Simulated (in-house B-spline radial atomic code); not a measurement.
# Nb³⁺: excited configurations

Aim: the energies of several excited configurations of Nb³⁺ above a reference configuration, each from its own self-consistent run.

The numbers are computed with in-house B-spline radial atomic code version 1 (scalar-relativistic (spin-free one-electron X2C) B3LYP, spin-polarised, spherical density, exact exchange averaged over the configuration, Fermi nucleus, basis-set limit), except any that are marked as measured or tabulated.

### Step 1. The system

- element: niobium (Z = 41)
- charge: +3
- electrons: 38
- configuration: [Kr] 4d2
- Hamiltonian: scalar-relativistic (X2C)
- nucleus: Fermi, rms radius 4.324 fm

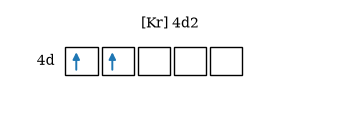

Occupation of the outer shells (arrows by Hund's rule).

Where spins are not typed, each open shell is filled with up spins first.

### Step 2. The base configuration

Input settings:

```ini
Z = 41
electrons = 38.0
configuration = [Kr] 4d2
hamiltonian = x2c
method = b3lyp
spin_polarised = True
nucleus = fermi
rms_radius = 4.324
mass_number = 93
atomic_mass = 92.90637317
speed_of_light = 137.035999084
exact_exchange = averaged over the configuration
```

Command:

```
> python run_scf.py task.json out
```

task.json lists these runs, among others, and the program works through them in turn.

### Step 3. Configuration [Kr] 4d1 5s1

Settings: those of step 2 with these lines changed.

```diff
@@ -2,3 +2,3 @@
 electrons = 38.0
-configuration = [Kr] 4d2
+configuration = [Kr] 4d1 5s1
 hamiltonian = x2c
```

### Step 4. Run with [Ar] 3d9 4s2 4p6 4d3

Settings: those of step 3 with these lines changed.

```diff
@@ -2,3 +2,3 @@
 electrons = 38.0
-configuration = [Kr] 4d1 5s1
+configuration = [Ar] 3d9 4s2 4p6 4d3
 hamiltonian = x2c
```

### Step 5. Configuration [Ar] 3d9 4s2 4p6 4d2 5s1

Settings: those of step 4 with these lines changed.

```diff
@@ -2,3 +2,3 @@
 electrons = 38.0
-configuration = [Ar] 3d9 4s2 4p6 4d3
+configuration = [Ar] 3d9 4s2 4p6 4d2 5s1
 hamiltonian = x2c
```

### Step 6. Run with [Kr] 4d1 5f1

Settings: those of step 5 with these lines changed.

```diff
@@ -2,3 +2,3 @@
 electrons = 38.0
-configuration = [Ar] 3d9 4s2 4p6 4d2 5s1
+configuration = [Kr] 4d1 5f1
 hamiltonian = x2c
```

### Step 7. Configuration [Ar] 3d9 4s2 4p6 4d2 5f1

Settings: those of step 6 with these lines changed.

```diff
@@ -2,3 +2,3 @@
 electrons = 38.0
-configuration = [Kr] 4d1 5f1
+configuration = [Ar] 3d9 4s2 4p6 4d2 5f1
 hamiltonian = x2c
```

### Step 8. [Ar] 3d9 4s2 4p6 4d2 5d1

Settings: those of step 7 with these lines changed.

```diff
@@ -2,3 +2,3 @@
 electrons = 38.0
-configuration = [Ar] 3d9 4s2 4p6 4d2 5f1
+configuration = [Ar] 3d9 4s2 4p6 4d2 5d1
 hamiltonian = x2c
```

**Question.** How far above the reference does each configuration lie (order and size, in eV)?

**Answer**, as computed:

| net move | configuration | 2|M_S|+1 | energy above the reference (eV) | largest <r> (bohr) |
| --- | --- | --- | --- | --- |
| 4d → 5s | [Kr] 4d1 5s1 | 3 | 5.812 | 2.73 |
| 4d → 5f | [Kr] 4d1 5f1 | 3 | 27.285 | 6.60 |
| 3d → 4d | [Ar] 3d9 4s2 4p6 4d3 | 5 | 204.97 | 1.60 |
| 3d → 5s | [Ar] 3d9 4s2 4p6 4d2 5s1 | 5 | 212.80 | 2.65 |
| 3d → 5d | [Ar] 3d9 4s2 4p6 4d2 5d1 | 5 | 227.64 | 4.03 |
| 3d → 5f | [Ar] 3d9 4s2 4p6 4d2 5f1 | 5 | 235.07 | 6.42 |

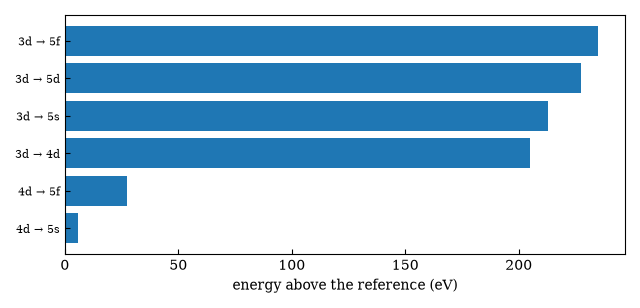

The configurations in order of energy, labelled by the net move of electrons.

**Reading.** At the bottom stands 4d → 5s (5.812 eV), at the top 3d → 5f (235.07 eV). 4 of them lie more than 60 % above minus the reference's highest level (32.602 eV), in the range where a state can decay by emitting an electron. Two partly filled shells share a symmetry and can mix in the average, which may lower the energy, for: 3d → 5d. The reference has 2|M_S|+1 = 3; 4 of the configurations differ from it in spin. These are spherical averages at the typed spins, not spectroscopic levels.
